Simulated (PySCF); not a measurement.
# GeSiH6O (SMILES [SiH3][O][GeH3]) at 5 levels

We compute a comparison of 5 runs (HF/3-21G, HF/def2-SVP, B3LYP/6-31G*, BP86/def2-TZVP, MP2/def2-SVP) of GeSiH6O. The job is set up through a Python script.

Program for the calculation: PySCF 2.14.0.

## 1. The system as given

The species is GeSiH6O (9 atoms), meant as a singlet with charge 0. As SMILES, `[SiH3][O][GeH3]`. The coordinates come from a PBE0-D4/def2-TZVP relaxation.

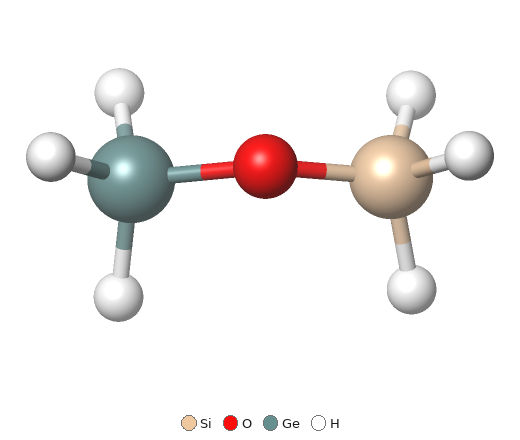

The structure, seen from a chosen angle (silicon light orange, oxygen red, germanium teal, hydrogen white).

## 2. Energy and gradient at HF/3-21G (run 1)

Contents of input.py:

```python
# [SiH3][O][GeH3]
from pyscf import gto, scf

system = gto.M(
    atom='''
Si  -0.686600   1.033100  -0.921400
O    0.592700   0.201900  -0.339400
Ge   0.809800  -1.049500   0.901700
H   -1.697500   0.113200  -1.514500
H   -0.195800   1.964800  -1.966700
H   -1.355600   1.810800   0.159300
H    2.310800  -1.355600   0.917000
H   -0.018800  -2.280500   0.498400
H    0.329300  -0.484400   2.248700
''',
    max_memory=1860,
    verbose=4,
    basis='3-21g',
    spin=0,
)

myscf = scf.RHF(system)
myscf.conv_tol = 1e-10
myscf.kernel()
if not myscf.converged:
    myscf = myscf.newton().run(myscf.mo_coeff, myscf.mo_occ)

energy = myscf.e_tot
print('E = %.10f Eh' % energy)
grad = myscf.nuc_grad_method().kernel()
myscf.analyze()
```

Launch:

```bash
OMP_NUM_THREADS=1 python input.py
```

The log of the run:

```text
PySCF version 2.14.0

[... 83 lines left out ...]
MO #1   energy= -402.734568211512  occ= 2
[... 10 lines left out ...]
MO #12  energy= -5.13216313979272  occ= 2
[... 10 lines left out ...]
MO #23  energy= -0.69698951180416  occ= 2
[... 10 lines left out ...]
MO #34  energy= 0.207342042032463  occ= 0
[... 10 lines left out ...]
MO #45  energy= 0.578053503065723  occ= 0
[... 10 lines left out ...]
MO #56  energy= 3.11261986808503   occ= 0
[... 68 lines left out ...]
Dipole moment(X, Y, Z, Debye): -0.51210, -0.93762,  1.07473
```

It took 1.8 s on 1 thread of Arm Neoverse V2, shared host; peak memory 0.13 GiB.

## 3. Energy and forces at HF/def2-SVP (run 2)

Contents of calc.py:

```python
from pyscf import gto, scf

mol = gto.M(
    atom='''
Si    -1.297486     1.952276    -1.741194
O      1.120041     0.381536    -0.641373
Ge     1.530300    -1.983268     1.703966
H     -3.207810     0.213917    -2.861990
H     -0.370008     3.712934    -3.716524
H     -2.561713     3.421916     0.301033
H      4.366779    -2.561713     1.732879
H     -0.035527    -4.309520     0.941840
H      0.622287    -0.915383     4.249427
''',
    verbose=4,
    unit='bohr',
    max_memory=1860,
    basis='def2-svp',
)

myscf = scf.RHF(mol)
myscf.conv_tol = 1e-10
myscf.kernel()
if not myscf.converged:
    myscf = myscf.newton().run(myscf.mo_coeff, myscf.mo_occ)

e_final = myscf.e_tot
print(f'total energy: {e_final:.8f} hartree')
grad = myscf.nuc_grad_method().kernel()
myscf.analyze()
```

Launch:

```bash
OMP_NUM_THREADS=1 python calc.py
```

The log of the run:

```text
PySCF version 2.14.0

[... 88 lines left out ...]
MO #4   energy= -46.2520698386576  occ= 2
[... 17 lines left out ...]
MO #22  energy= -0.774451599487778 occ= 2
[... 17 lines left out ...]
MO #40  energy= 0.400732366762209  occ= 0
[... 17 lines left out ...]
MO #58  energy= 1.07600329486466   occ= 0
[... 17 lines left out ...]
MO #76  energy= 2.01116226262428   occ= 0
[... 17 lines left out ...]
MO #94  energy= 3.54505585909641   occ= 0
[... 106 lines left out ...]
Dipole moment(X, Y, Z, Debye): -0.15395, -0.97113,  1.03313
```

Run time: 6.3 s. Hardware: 1 thread of Arm Neoverse V2, shared host; peak memory 0.19 GiB.

Runs 3 to 4 aren't shown in full; the table further down has their settings and results.

## 4. Energy and gradient at MP2/def2-SVP (run 5)

Contents of run.py:

```python
# [SiH3][O][GeH3]
from pyscf import gto, scf, mp

mol = gto.Mole()
mol.atom = '''
Si    -1.297486     1.952276    -1.741194
O      1.120041     0.381536    -0.641373
Ge     1.530300    -1.983268     1.703966
H     -3.207810     0.213917    -2.861990
H     -0.370008     3.712934    -3.716524
H     -2.561713     3.421916     0.301033
H      4.366779    -2.561713     1.732879
H     -0.035527    -4.309520     0.941840
H      0.622287    -0.915383     4.249427
'''
mol.basis = 'def2-svp'
mol.unit = 'bohr'
mol.verbose = 4
mol.max_memory = 1860
mol.spin = 0
mol.charge = 0
mol.build()

myscf = scf.RHF(mol)
myscf.conv_tol = 1e-10
myscf.kernel()
if not myscf.converged:
    myscf = myscf.newton().run(myscf.mo_coeff, myscf.mo_occ)

pt = mp.MP2(myscf, frozen=15).run()
e_final = pt.e_tot
print('Final energy', e_final)
grad = pt.nuc_grad_method().kernel()
myscf.analyze()
```

Launch:

```bash
OMP_NUM_THREADS=1 python run.py
```

The log of the run:

```text
PySCF version 2.14.0

[... 93 lines left out ...]
MO #4   energy= -46.2520698386576  occ= 2
[... 17 lines left out ...]
MO #22  energy= -0.774451599487778 occ= 2
[... 17 lines left out ...]
MO #40  energy= 0.400732366762209  occ= 0
[... 17 lines left out ...]
MO #58  energy= 1.07600329486466   occ= 0
[... 17 lines left out ...]
MO #76  energy= 2.01116226262428   occ= 0
[... 17 lines left out ...]
MO #94  energy= 3.54505585909641   occ= 0
[... 106 lines left out ...]
Dipole moment(X, Y, Z, Debye): -0.15395, -0.97113,  1.03313
```

It took 12 s on 1 thread of Arm Neoverse V2, shared host; peak memory 0.94 GiB.

## 5. All runs side by side

```
run                               level  Cartesian functions  integration grid   energy (Eh)  dipole moment (D) of the reference  HOMO energy (eV)  LUMO energy (eV)  wall time
  1                            HF/3-21G                   no                 –  -2430.710060                                1.52            -11.67              3.70      1.8 s
  2                         HF/def2-SVP                   no                 –  -2442.289479                                1.43            -12.03              3.43      6.3 s
  3  B3LYP/6-31G* (Cartesian functions)                  yes                 5  -2445.126930                                1.32             -8.00             -0.24       27 s
  4                      BP86/def2-TZVP                   no                 5  -2445.707366                                1.21             -7.14             -1.19       74 s
  5                        MP2/def2-SVP                   no                 –  -2442.811725                                1.43            -12.03              3.43       12 s
```

## 6. Results

| quantity | value |
| --- | --- |
| run 5: total energy | -2442.81172 Eh |
| run 5: dipole moment (Hartree–Fock density) | 1.43 D |
| run 5: HOMO energy (Hartree–Fock orbitals) | -12.03 eV |
| run 5: LUMO energy (Hartree–Fock orbitals) | 3.43 eV |
| run 5: HOMO–LUMO gap (Hartree–Fock orbitals) | 15.46 eV |
| run 5: correlation energy (15 core orbitals frozen) | -522.2 mEh |
| run 5: largest force on an atom | 0.985 eV/Å |

What this shows: Over runs 1, 2, 3, 4 the dipole moment (its size) runs from 1.21 D (BP86/def2-TZVP) to 1.52 D (HF/3-21G). The two ends differ in method and basis. Over runs 1, 2, 3, 4 the HOMO–LUMO gap runs from 5.96 eV (BP86/def2-TZVP) to 15.46 eV (HF/def2-SVP). Totals of different functionals can't be ranked against each other. All runs together took 2 min, the longest 74 s.
